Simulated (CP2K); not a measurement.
# GFN1-xTB run of AlBNH4F (SMILES [NH2][AlH][BH]F)

Aim: the energy change on altering one bond length of AlBNH4F at GFN1-xTB, from 2 runs. 

Program for the calculation: CP2K 2026.2.

1 further run of the same task is left out (set aside as unsound or not needed). Runs told in other sessions of the task aren't counted.

### 1 Starting point

AlBNH4F has 8 atoms, charge 0, and is taken as a singlet. SMILES: `[NH2][AlH][BH]F`. The coordinates come from a PBE0-D4/def2-TZVP relaxation. This is one conformer, not always the lowest.

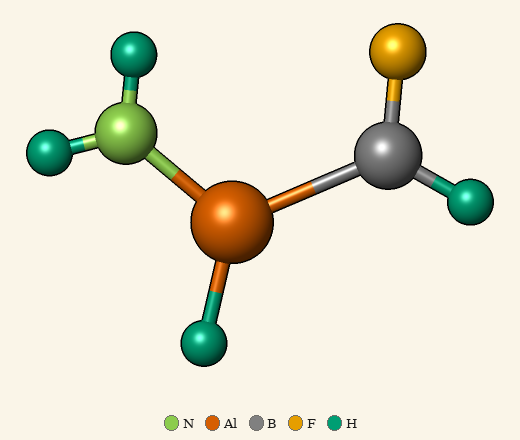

The structure, seen from a chosen angle (nitrogen green, aluminium orange, boron grey, fluorine amber, hydrogen teal).

### 2 The energy at GFN1-xTB

Contents of gas.inp:

```
&GLOBAL
    PROJECT_NAME gas
    RUN_TYPE ENERGY
    PRINT_LEVEL MEDIUM
&END GLOBAL

&FORCE_EVAL
    METHOD Quickstep
    &DFT
        # Quickstep
        &QS
            METHOD XTB
            EPS_DEFAULT 1.0E-10
            &XTB
                GFN_TYPE 1
                CHECK_ATOMIC_CHARGES F
            &END XTB
        &END QS
        &POISSON
            PERIODIC NONE
            POISSON_SOLVER ANALYTIC
        &END POISSON
        &SCF
            SCF_GUESS ATOMIC
            EPS_SCF 1.0E-06
            MAX_SCF 50
            &OT
                MINIMIZER DIIS
                PRECONDITIONER FULL_ALL
            &END OT
            &OUTER_SCF
                EPS_SCF 1.0E-06
                MAX_SCF 8
            &END OUTER_SCF
        &END SCF
        # extra output
        &PRINT
            &MOMENTS
                PERIODIC F
                REFERENCE COM
                MAX_MOMENT 1
            &END MOMENTS
            &MO_CUBES
                NLUMO 1
                NHOMO -1
                WRITE_CUBE F
            &END MO_CUBES
            &HIRSHFELD OFF
            &END HIRSHFELD
        &END PRINT
    &END DFT
    &SUBSYS
        # vacuum box
        &CELL
            ABC 13.4 14.3 13.6
            PERIODIC NONE
        &END CELL
        &COORD
            UNIT bohr
            N     -1.9556776     2.3394809     0.3365602
            Al     0.6772778     0.4671403     1.2037555
            B      1.5571343    -2.7185600    -1.2205741
            F      0.0417629    -3.1993063    -3.1662361
            H     -2.5804210     3.8741275     1.2744313
            H     -3.0509628     2.0097237    -1.1861811
            H      2.1720512     1.2840689     3.6777850
            H      3.3130678    -4.1645784    -1.0249874
        &END COORD
        &TOPOLOGY
            &CENTER_COORDINATES
            &END CENTER_COORDINATES
        &END TOPOLOGY
    &END SUBSYS
&END FORCE_EVAL
```

Started as:

```console
OMP_NUM_THREADS=1 cp2k.psmp -i gas.inp -o gas.out
```

The log of the run, cut to the lines that bear on the results:

```text
CP2K| version string:                                       CP2K version 2026.2
[...]
 GLOBAL| Method name                                                        CP2K
[...]
 GLOBAL| Run type                                                         ENERGY
[...]
                             - Atoms:                                          8
[...]
                             - Spherical basis functions:                     29
[...]
 Number of electrons:                                                         22
[...]
     1 OT DIIS     0.15E+00    0.0     0.09225561       -13.1000243045 -1.31E+01
[...]
    12 OT DIIS     0.15E+00    0.0     0.00000052       -13.2035264584 -7.34E-11
  *** SCF run converged in    12 steps ***
[...]
 TB_DIPOLE| Moment [Debye]          0.31702259       0.20099346       0.46131308
 TB_DIPOLE| Derivative [a.u.]       0.00000000       0.00000000       0.00000000
[...]
 ENERGY| Total FORCE_EVAL ( QS ) energy [hartree]            -13.203526458397777
[...]
```

Run time: 0.44 s. Hardware: 1 thread of Arm Neoverse V1, shared host.

### 3 The distorted shape

Contents of job.inp:

```
&global
  project_name job
  run_type ENERGY
  print_level MEDIUM
&end global

&force_eval
  method QS
  &dft
    charge 0
    multiplicity 1
    &qs
      method XTB
      eps_default 1.0E-10
      &xtb
        gfn_type 1
        check_atomic_charges F
      &end xtb
    &end qs
    &poisson
      periodic NONE
      poisson_solver ANALYTIC
    &end poisson
    ! SCF settings
    &scf
      scf_guess ATOMIC
      eps_scf 1.0E-06
      max_scf 50
      &ot ON
        minimizer DIIS
        preconditioner FULL_ALL
      &end ot
      &outer_scf
        eps_scf 1.0E-06
        max_scf 8
      &end outer_scf
    &end scf
    ! extra output
    &print
      &moments
        periodic F
        reference COM
        max_moment 1
      &end moments
      &mo_cubes
        nlumo 1
        nhomo -1
        write_cube F
      &end mo_cubes
      &hirshfeld OFF
      &end hirshfeld
    &end print
  &end dft
  ! atoms, cell and kinds
  &subsys
    &cell
      abc [angstrom] 14.1 14.9 13.6
      periodic NONE
    &end cell
    &coord
      UNIT bohr
      N     -3.3604357     3.4963051     0.1800890
      Al    -0.7274803     1.6239645     1.0472843
      B      0.1523762    -1.5617358    -1.3770453
      F     -1.3629952    -2.0424821    -3.3227073
      H     -3.9851792     5.0309517     1.1179601
      H     -4.4557210     3.1665479    -1.3426523
      H      0.7672931     2.4408931     3.5213138
      H      3.3130678    -4.1645784    -1.0249874
    &end coord
    &topology
      &center_coordinates
      &end center_coordinates
    &end topology
  &end subsys
&end force_eval
```

Started as:

```console
OMP_NUM_THREADS=1 cp2k.psmp job.inp > job.out
```

The log of the run, cut to the lines that bear on the results:

```text
CP2K| version string:                                       CP2K version 2026.2
[...]
 GLOBAL| Method name                                                        CP2K
[...]
 GLOBAL| Run type                                                         ENERGY
[...]
                             - Atoms:                                          8
[...]
                             - Spherical basis functions:                     29
[...]
 Number of electrons:                                                         22
[...]
     1 OT DIIS     0.15E+00    0.0     0.14668838       -12.9528757280 -1.30E+01
[...]
    17 OT DIIS     0.15E+00    0.0     0.00000064       -13.1209650417 -7.25E-11
  *** SCF run converged in    17 steps ***
[...]
 TB_DIPOLE| Moment [Debye]         -1.05678734       1.65474588       0.63608466
 TB_DIPOLE| Derivative [a.u.]       0.00000000       0.00000000       0.00000000
[...]
 ENERGY| Total FORCE_EVAL ( QS ) energy [hartree]            -13.120965041734793
[...]
```

Run time: 0.48 s. Hardware: 1 thread of Arm Neoverse V1, shared host.

### 4 Results

At GFN1-xTB:

```
                                                         quantity         value
                                        first shape: total energy  -13.20353 Eh
           first shape: dipole moment (from atomic charges alone)        0.59 D
                                         first shape: HOMO energy     -10.66 eV
                                   first shape: dispersion energy  -4.56 kJ/mol
                                    distorted shape: total energy  -13.12097 Eh
       distorted shape: dipole moment (from atomic charges alone)        2.06 D
                                     distorted shape: HOMO energy     -10.53 eV
                               distorted shape: dispersion energy  -5.17 kJ/mol
energy change with the B3–H8 bond stretched from 1.208 to 2.175 Å      2.247 eV
```

In words: With the B3–H8 bond stretched from 1.208 to 2.175 Å the energy rises by 2.25 eV (52 kcal/mol). The first shape isn't relaxed at this level, so the change isn't measured from a minimum. A restricted reference can't describe the breaking bond well at this length. The dipole (first shape) comes from point charges on the atoms alone, without atomic dipoles, so it is partial. The dipole (distorted shape) comes from point charges on the atoms alone, without atomic dipoles, so it is partial.
